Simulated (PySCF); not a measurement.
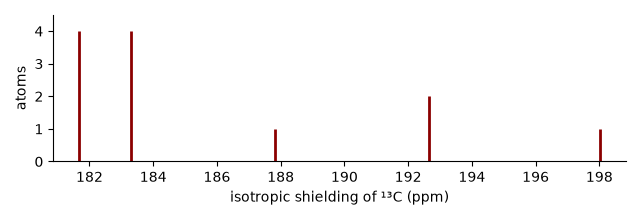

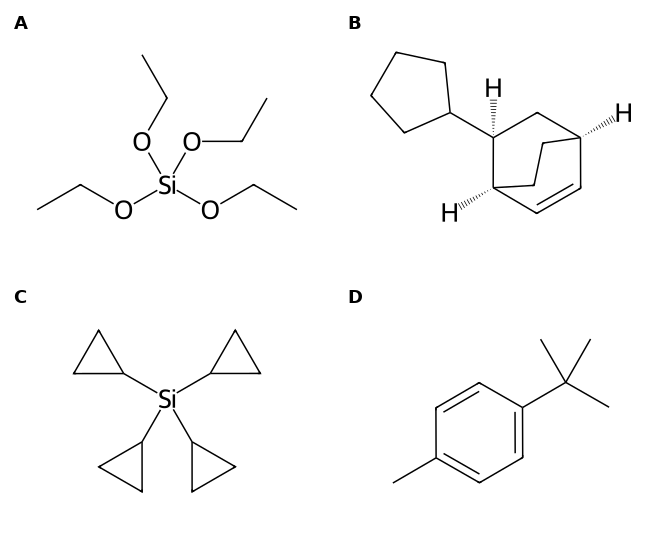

The sticks are computed shieldings of one of the molecules, for one fixed geometry (PBE0-D3(BJ)/def2-SVP) without averaging over rotations. Low shielding means a high chemical shift. Method: GIAO PBE0/pcSseg-1 NMR shielding, non-relativistic, gas phase (PySCF 2.14.0).

**Which molecule gives this pattern?**

C, `C1CC1[Si](C1CC1)(C1CC1)C1CC1`. Its 12 C atoms give lines at 181.7 (4 atoms), 183.3 (4 atoms), 187.8, 192.7 (2 atoms), 198.0 ppm.
